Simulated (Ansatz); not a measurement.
# YAlSe3 (model cell, started as cubic perovskite with Al in the octahedra): following an unstable mode, part 2 of 3

Wanted: the energy along a soft mode of YAlSe3 (model cell, started as cubic perovskite with Al in the octahedra) and the structure at the end.

Ansatz 0.2.0; DFT PBEsol, scalar-relativistic, plane waves, PAW; PAW set soft_1.

So far, highest frequency on the path or at a solved wavevector (cm⁻¹): step 2 (the dispersion) 354. Also lowest frequency on the path (cm⁻¹): step 2 -167.

The structure was built from a prototype and need not be the compound's stable phase.

### 5. Energy along the mode, all amplitudes (two of the runs are shown above)

An imaginary frequency means negative curvature, so the energy should fall and then rise again as anharmonic terms take over.

Numbers from this step:

```
depth at the lowest point sampled  : 265.6 meV/atom
largest atomic shift at that point : 0.6 Å
```

The energy from the parent by largest atomic shift:

```csv
largest atomic shift (Å),energy from the parent (meV/atom)
0.000,0
0.040,-2.45
0.080,-9.50
0.140,-27.4
0.220,-61.9
0.320,-116
0.450,-191
0.600,-266
```

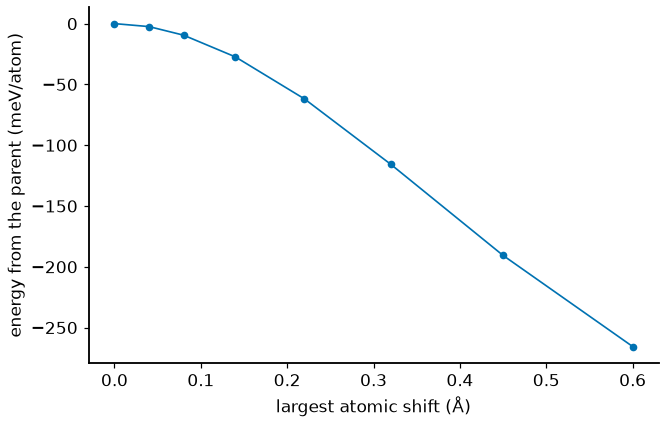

Energy from the parent against largest atomic shift.

Displacement at unit largest shift by atom:

```csv
atom,x (Å),y (Å),z (Å),size
Y1,0.000,0.000,0.000,0.000
Y2,0.000,0.000,0.000,0.000
Al3,0.000,0.000,0.000,0.000
Al4,0.000,0.000,0.000,0.000
Se5,-0.707,0.707,0.000,1.000
Se6,0.707,-0.707,0.000,1.000
Se7,0.000,0.000,-0.707,0.707
Se8,0.000,0.000,0.707,0.707
Se9,0.000,0.000,-0.707,0.707
Se10,0.000,0.000,0.707,0.707
```

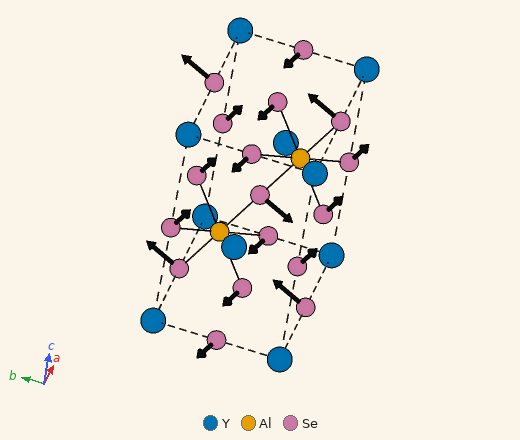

Displacement at unit largest shift as arrows, the longest 1.000 Å. Some periodic images of atoms are drawn too.

The lowest of the steps tried is the last one, at 0.6 Å, 266 meV/atom below the parent; the bottom of the well need not coincide with a step.

### 6. Relaxation from the frozen mode

Starting from the lowest point found, all atoms and the cell are let go, so that strain and other modes of the same symmetry can join in.

Contents of input.yaml:

```yaml
crystal:
  lattice:
    - [4.8323304856, 4.8323304856, 0.0]
    - [4.8323304856, 0.0, 4.8323304856]
    - [4.8323304856, 0.0, -4.8323304856]
  atoms:
    - { symbol: "Y", position: [0.0, 0.5, 0.5] }
    - { symbol: "Y", position: [0.0, 0.0, 0.0] }
    - { symbol: Al, position: [0.5, 0.25, 0.75] }
    - { symbol: Al, position: [0.5, 0.75, 0.25] }
    - { symbol: Se, position: [0.5877969895, 0.4122030105, 0.4122030105] }
    - { symbol: Se, position: [0.4122030105, 0.0877969895, 0.0877969895] }
    - { symbol: Se, position: [0.0, -0.0438984947, 0.5438984947] }
    - { symbol: Se, position: [0.0, 0.5438984947, -0.0438984947] }
    - { symbol: Se, position: [0.5, -0.0438984947, 0.5438984947] }
    - { symbol: Se, position: [0.5, 0.5438984947, -0.0438984947] }
kpoints:
  mp_grid: { grid: [8, 8, 8] }
hamiltonian:
  xc: pbesol
  pseudopotentials: { kind: paw, azcp: { folder: soft_1 }, xc_functional: pbe }
scf:
  occupations: { method: methfessel_paxton, width: 0.2 }
output:
  forces: true
  stress: true
  eigenvalues: true
relax:
  adjacent_minimum: "off"
  f_tol: 0.002
  max_steps: 120
  cell: { stress_tol: 0.03 }
```

Launch:

```console
> ansatz run input.yaml --threads 4 --pin off --max-ram 16384MiB --backend cpu --events-out ev --progress --plain --runs-dir out
```

Numbers of over 12 decimals in the logs are rounded to 6 here.

What it wrote:

```text
[...]
Crystal: 10 atoms, lattice volume = 225.684 Å³
Basis set: ecut = 420 eV, 4477 PW (Γ), exchange–correlation on 96×96×96 points (8 copies of the dense FFT grid, shifted against one another)
Bands: 75, of which v1, the nominal top of the filled ones, is band 62 counted from 1 (61 counted from 0)
Symmetry: 8 space group operations
[...]
k-points: 95 of 512
[...]
SCF iter   1: F=—  HF=-41196.833184 eV  |F-HF|=—  |Δ(HF+E_count)|=         —  Δρ=3.73e-2  dr2=5.32e0  ethr=3.10e-3  ⟨swp⟩=7.4  Hψ=27710  notcnv=0
[...]
SCF iter   8: F=-41195.506570 eV  HF=-41195.506570 eV  |F-HF|=2.67e-8  |Δ(HF+E_count)|=   3.92e-8  S|Δr|=    0.00e0  Δρ=4.97e-6  dr2=9.83e-8  ethr=8.06e-11  ⟨swp⟩=9.8  Hψ=36417  notcnv=0
SCF 1 converged in 8 iterations: F = -41195.506570 eV  dr2 = 9.83e-8
[...]
relax step   1: F+E_penalty+E_count = -41195.50657019 eV  Δ(F+E_penalty+E_count) = +0.000e0 eV  max|allowed force component| = 1.160e0 eV/Å  Δτ_max = 0.0000 Å  P = -0.718 GPa  Ω = 225.684 Å³  (8 SCF iters, dr2 threshold 1.00e-7 eV, accepted)
Crystal: 10 atoms, lattice volume = 222.430 Å³
Basis set: ecut = 420 eV, 4337 PW (Γ), exchange–correlation on 96×96×96 points (8 copies of the dense FFT grid, shifted against one another)
[...]
SCF iter   7: F=-41196.481365 eV  HF=-41196.481365 eV  |F-HF|=1.05e-7  |Δ(HF+E_count)|=   5.02e-6  S|Δr|=    0.00e0  Δρ=1.38e-5  dr2=8.30e-7  ethr=8.06e-10  ⟨swp⟩=5.0  Hψ=34347  notcnv=0
SCF 2 converged in 7 iterations: F = -41196.481365 eV  dr2 = 8.30e-7
[...]
relax step   2: F+E_penalty+E_count = -41196.48136477 eV  Δ(F+E_penalty+E_count) = -9.748e-1 eV  max|allowed force component| = 3.565e-1 eV/Å  Δτ_max = 0.1944 Å  P = +0.913 GPa  Ω = 222.430 Å³  energy of the carried Pulay correction = +2.374e-4 eV  (7 SCF iters, dr2 threshold 1.00e-6 eV, accepted)
Crystal: 10 atoms, lattice volume = 228.257 Å³
Basis set: ecut = 420 eV, 4469 PW (Γ), exchange–correlation on 96×96×96 points (8 copies of the dense FFT grid, shifted against one another)
[...]
SCF iter   8: F=-41196.574659 eV  HF=-41196.574659 eV  |F-HF|=4.05e-9  |Δ(HF+E_count)|=   1.85e-7  S|Δr|=    0.00e0  Δρ=4.93e-6  dr2=1.10e-7  ethr=8.06e-10  ⟨swp⟩=4.0  Hψ=25135  notcnv=0
SCF 3 converged in 8 iterations: F = -41196.574659 eV  dr2 = 1.10e-7
relax step   3: F+E_penalty+E_count = -41196.57465920 eV  Δ(F+E_penalty+E_count) = -9.329e-2 eV  max|allowed force component| = 4.260e-1 eV/Å  Δτ_max = 0.1950 Å  P = +0.798 GPa  Ω = 228.257 Å³  energy of the carried Pulay correction = -1.854e-4 eV  (8 SCF iters, dr2 threshold 1.00e-6 eV, accepted)
[...]
relax step   4: F+E_penalty+E_count = -41196.65913736 eV  Δ(F+E_penalty+E_count) = -8.448e-2 eV  max|allowed force component| = 3.032e-2 eV/Å  Δτ_max = 0.0909 Å  P = -0.257 GPa  Ω = 229.310 Å³  energy of the carried Pulay correction = -2.606e-4 eV  (6 SCF iters, dr2 threshold 1.00e-6 eV, accepted)
[...]
relax step   5: F+E_penalty+E_count = -41196.66151776 eV  Δ(F+E_penalty+E_count) = -2.380e-3 eV  max|allowed force component| = 1.445e-2 eV/Å  Δτ_max = 0.0058 Å  P = +0.038 GPa  Ω = 228.641 Å³  energy of the carried Pulay correction = -2.128e-4 eV  (5 SCF iters, dr2 threshold 5.73e-7 eV, accepted)
[...]
relax step   6: F+E_penalty+E_count = -41196.66185892 eV  Δ(F+E_penalty+E_count) = -3.412e-4 eV  max|allowed force component| = 5.577e-3 eV/Å  Δτ_max = 0.0035 Å  P = +0.015 GPa  Ω = 228.849 Å³  energy of the carried Pulay correction = -2.278e-4 eV  (5 SCF iters, dr2 threshold 7.42e-8 eV, accepted)
[...]
relax step   7: F+E_penalty+E_count = -41196.66189265 eV  Δ(F+E_penalty+E_count) = -3.373e-5 eV  max|allowed force component| = 3.015e-3 eV/Å  Δτ_max = 0.0020 Å  P = -0.003 GPa  Ω = 228.955 Å³  energy of the carried Pulay correction = -2.353e-4 eV  (5 SCF iters, dr2 threshold 4.49e-9 eV, accepted)
[...]
relax step   8: F+E_penalty+E_count = -41196.66189814 eV  Δ(F+E_penalty+E_count) = -5.491e-6 eV  max|allowed force component| = 6.611e-4 eV/Å  Δτ_max = 0.0006 Å  P = +0.001 GPa  Ω = 228.933 Å³  energy of the carried Pulay correction = -2.338e-4 eV  (5 SCF iters, dr2 threshold 5.68e-10 eV, accepted)
[...]
SCF iter   7: F=-41196.662168 eV  HF=-41196.662168 eV  |F-HF|=2.91e-11  |Δ(HF+E_count)|=  2.91e-11  S|Δr|=    0.00e0  Δρ=4.90e-8  dr2=1.29e-11  ethr=1.00e-12  ⟨swp⟩=4.5  Hψ=22234  notcnv=0
SCF 9 converged in 7 iterations: F = -41196.662168 eV  dr2 = 1.29e-11
relax step   9: F+E_penalty+E_count = -41196.66216777 eV  Δ(F+E_penalty+E_count) = -2.696e-4 eV  max|allowed force component| = 6.496e-4 eV/Å  Δτ_max = 0.0000 Å  P = +0.001 GPa  Ω = 228.933 Å³  stress off target by 3.45e-3 GPa  SCF on the basis re-selected at this cell (its energy is not comparable with the rows above)  (7 SCF iters)
basis re-selected at this cell: Δ(F+E_penalty+E_count) = -2.696e-4 eV, ΔP = +0.000 GPa vs the last step (what re-selecting the basis moved, of the pressure what is left beyond the Pulay correction that the steps carried, after the strain that the cell walked since its last selection, with what the two solves' SCF thresholds leave and, on support functions, any second-order correction that the steps lacked; it is no m [...]
SCF converged after 7 iterations
[...]
Free energy (F): -41196.662168 eV
[...]
Internal energy: -41196.663075 eV  (E = F + TS)
E sigma→0 (E₀):  -41196.662395 eV
Entropy (-TS):   0.000907 eV (0.091 meV/atom)
Fermi energy:    9.096619 eV
[...]
--- Forces (eV/Å), atoms counted from 1 ---
  atom   1  Y      0.00059297    -0.00059297     0.00000000
  atom   2  Y     -0.00059297     0.00059297     0.00000000
  atom   3  Al     0.00000000     0.00000000     0.00000000
  atom   4  Al     0.00000000     0.00000000     0.00000000
  atom   5  Se     0.00064958    -0.00064958     0.00000000
  atom   6  Se    -0.00064958     0.00064958     0.00000000
  atom   7  Se    -0.00000000     0.00000000     0.00016409
  atom   8  Se     0.00000000    -0.00000000    -0.00016409
  atom   9  Se     0.00000000     0.00000000     0.00016409
  atom  10  Se    -0.00000000     0.00000000    -0.00016409
  max |Σ_I F_I| component: 2.17e-19 eV/Å
--- Stress (GPa, compression-positive) ---
        0.000452      -0.003002       0.000000
       -0.003002       0.000452      -0.000000
        0.000000      -0.000000       0.002609
  P = ⅓ Tr σ = 0.0012 GPa (0.012 kbar)
--- Band table (eV; the first three rows and the last of 95) ---
  k-point 0: bands = [... 58 lower, 7.8946, 8.1989, 8.2128, 8.7981, 9.4052, 10.7303, 11.0933, 11.0961, ... 9 higher]
  k-point 1: bands = [... 58 lower, 7.9414, 8.0763, 8.1856, 8.7765, 9.4163, 10.7813, 10.9335, 11.0838, ... 9 higher]
  k-point 2: bands = [... 58 lower, 7.9458, 7.9568, 8.1772, 8.6533, 9.5104, 10.7987, 10.9686, 11.1183, ... 9 higher]
  k-point 94: bands = [... 58 lower, 7.5456, 7.5456, 7.8668, 7.8668, 10.9505, 10.9505, 11.2590, 11.2590, ... 9 higher]
--- Relaxed structure (8 steps of the walk, 8 accepted, 1 SCFs on fresh bases) ---
  F+E_penalty+E_count = -41196.66216777 eV   max|allowed force component| = 6.496e-4 eV/Å   (the final SCF, on the basis selected at the relaxed cell)
  cell:  # Å, volume = 228.9334 Å³
    - [4.789817, 4.789817, 0.0]
    - [4.792420, -0.00260268, 4.983903]
    - [4.792420, -0.00260268, -4.983903]
  atoms:
    - { symbol: Y, position: [-0.037062, 0.537062, 0.537062] }
    - { symbol: Y, position: [0.037062, -0.037062, -0.037062] }
    - { symbol: Al, position: [0.500000, 0.250000, 0.750000] }
    - { symbol: Al, position: [0.500000, 0.750000, 0.250000] }
    - { symbol: Se, position: [0.619631, 0.380369, 0.380369] }
    - { symbol: Se, position: [0.380369, 0.119631, 0.119631] }
    - { symbol: Se, position: [-3.7947076036992655e-19, -0.070177, 0.570177] }
    - { symbol: Se, position: [-3.7947076036992655e-19, 0.570177, -0.070177] }
    - { symbol: Se, position: [0.500000, -0.070177, 0.570177] }
    - { symbol: Se, position: [0.500000, 0.570177, -0.070177] }
```

The job ended after 4.6 min (4 threads of Arm Neoverse V1, shared host; peak memory 1.5 GiB; 18 min of CPU time).

The steps of the relaxation:

```csv
step,energy less that of the first step (eV),largest force component (eV/Å),pressure (GPa),volume (Å³)
1,0.0000,1.1603,-0.72,225.68
2,-0.9748,0.3565,0.91,222.43
3,-1.0681,0.4260,0.80,228.26
4,-1.1526,0.0303,-0.26,229.31
5,-1.1549,0.0145,0.04,228.64
6,-1.1553,0.0056,0.01,228.85
7,-1.1553,0.0030,0.00,228.95
8,-1.1553,0.0007,0.00,228.93
9*,-1.1556,0.0006,0.00,228.93
```

Relaxation steps marked * repeat the geometry before them on a plane-wave basis chosen anew for their cell, so energy and pressure can jump there.

The run keeps the 8 symmetry operations that it works with, so distortions that break them were not tested.

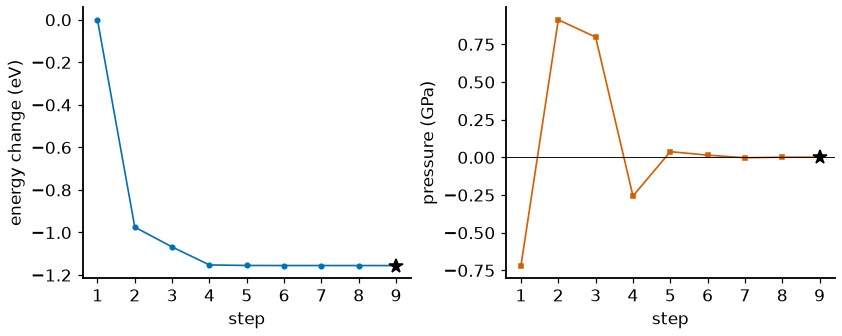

Energy and pressure along the relaxation. Stars mark steps on a basis chosen anew.

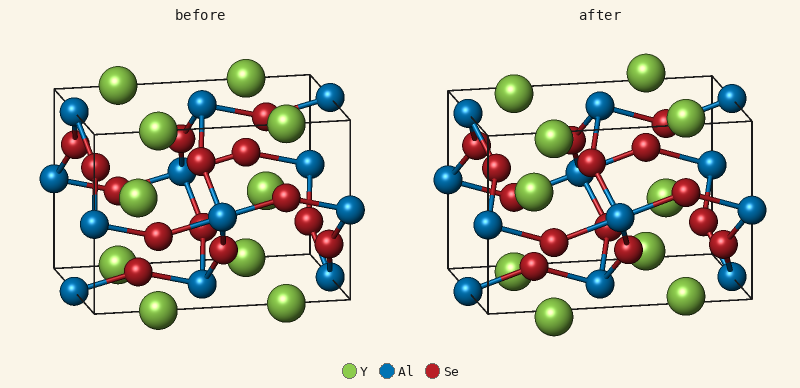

Before and after, at one scale.

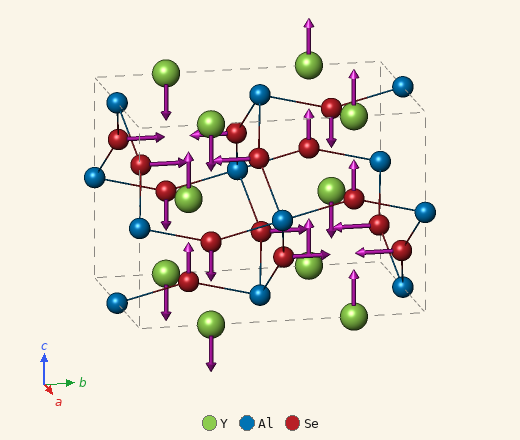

Displacements in the relaxation, exaggerated, measured against the changing cell; the longest in the cell stands for 0.26 Å. Some periodic images of atoms are drawn too.

```csv
"conventional cell, symmetrised",before,after,change
a (Å),6.834,6.774,-0.9 %
b (Å),9.665,9.968,+3.1 %
c (Å),6.834,6.781,-0.8 %
volume (Å³/atom),22.57,22.89,+1.4 %
```

The atoms that moved most (Å, as changes of fractional coordinates times the final cell):

```csv
atom,dx,dy,dz,length
Se7,0.000,0.000,-0.262,0.262
Se8,0.000,0.000,0.262,0.262
Se10,0.000,0.000,0.262,0.262
Se9,0.000,0.000,-0.262,0.262
Y2,-0.178,0.178,0.000,0.251
Y1,0.178,-0.178,0.000,0.251
Se6,0.153,-0.153,0.000,0.216
Se5,-0.153,0.153,0.000,0.216
```

The relaxed structure:

```
Y Al Se
1.0
     4.78982    4.78982    0.00000
     4.79242   -0.00260    4.98390
     4.79242   -0.00260   -4.98390
Y Al Se
2 2 6
Cartesian
  4.9701 -0.1803 0.0000
  -0.1777 0.1777 0.0000
  7.1873 2.3923 -2.4920
  7.1873 2.3923 2.4920
  6.6137 2.9659 0.0000
  2.9685 1.8213 0.0000
  2.3962 -0.0013 -3.1915
  2.3962 -0.0013 3.1915
  4.7911 2.3936 -3.1915
  4.7911 2.3936 3.1915
```

Numbers from this step:

* pressure: 0.001171 GPa
* volume per atom: 22.89 Å³
* gap on the k-mesh: 0.6071 eV

The distorted start has space group Imma; the relaxation ends in Imma.

### 7. The new phase in its own primitive cell

The relaxed structure is symmetrised, reduced to its primitive cell and relaxed tightly, as its phonons need.

Contents of input.yaml:

```yaml
crystal:
  lattice:
    - [-3.3869123703, 4.9839031256, 3.3905931139]
    - [3.3869123703, -4.9839031256, 3.3905931139]
    - [3.3869123703, 4.9839031256, -3.3905931139]
  atoms:
    - { symbol: "Y", position: [0.2129377876, 0.9629377876, 0.25] }
    - { symbol: "Y", position: [0.7870622124, 0.0370622124, 0.75] }
    - { symbol: Al, position: [0.5, 0.5, 0.0] }
    - { symbol: Al, position: [0.0, 0.5, 0.5] }
    - { symbol: Se, position: [0.3696314134, 0.6196314134, 0.75] }
    - { symbol: Se, position: [0.6303685866, 0.3803685866, 0.25] }
    - { symbol: Se, position: [0.8201768835, 0.0, 0.3201768835] }
    - { symbol: Se, position: [0.1798231165, 0.0, 0.6798231165] }
    - { symbol: Se, position: [0.8201768835, 0.5, 0.8201768835] }
    - { symbol: Se, position: [0.1798231165, 0.5, 0.1798231165] }
kpoints:
  mp_grid: { grid: [6, 6, 6] }
hamiltonian:
  xc: pbesol
  pseudopotentials: { kind: paw, azcp: { folder: soft_1 }, xc_functional: pbe }
scf:
  occupations: { method: fixed }
output:
  forces: true
  stress: true
  eigenvalues: true
relax:
  adjacent_minimum: "off"
  f_tol: 0.001
  max_steps: 60
  cell: { stress_tol: 0.01 }
```

What it wrote:

```text
[...]
Crystal: 10 atoms, lattice volume = 228.933 Å³
Basis set: ecut = 420 eV, 4445 PW (Γ), exchange–correlation on 96×96×96 points (8 copies of the dense FFT grid, shifted against one another)
Bands: 75, of which v1, the nominal top of the filled ones, is band 62 counted from 1 (61 counted from 0)
Symmetry: 8 space group operations
[...]
k-points: 46 of 216
[...]
- { symbol: Al, position: [0.0, 0.500000, 0.500000] }
    - { symbol: Se, position: [0.369631, 0.6196314134, 0.75] }
    - { symbol: Se, position: [0.6303685866, 0.380369, 0.25] }
    - { symbol: Se, position: [0.8201768835, 2.7755575615628914e-17, 0.320177] }
    - { symbol: Se, position: [0.179823, -8.326672684688674e-17, 0.679823] }
    - { symbol: Se, position: [0.820177, 0.5, 0.8201768835] }
    - { symbol: Se, position: [0.1798231165, 0.500000, 0.1798231165] }
[key lines of the parts left out:]
SCF converged after 6 iterations
Free energy (F): -41196.662098 eV
Fermi energy:    8.797716 eV
P = ⅓ Tr σ = 0.0017 GPa (0.017 kbar)
```

Run time: 33 s. Hardware: 4 threads; peak memory 1.1 GiB; 2.2 min of CPU time.

Little changed from the start: no atom moved by 0.005 Å and no cell edge by 0.1 %.

This step gave:

| Quantity | Value |
| --- | --- |
| pressure | 0.001727 GPa |
| gap on the k-mesh | 0.6076 eV |
| direct gap on mesh | 0.6076 eV |

The largest force component left is 0.96 meV/Å and the pressure is 0.002 GPa, within the tolerances set. The cell now holds 22.89 Å³/atom.

(Part 2 of 3 ends here.)

[Logs are printed without paths, hosts, clocks, repeated set-up lines and the standing remarks that a program may print on its own settings, such as how far it seeks lower states.]

[Hosts, paths, dates, database ids (printed as entryN), source tags and the programs' standing remarks are cut or masked in the printed files.]
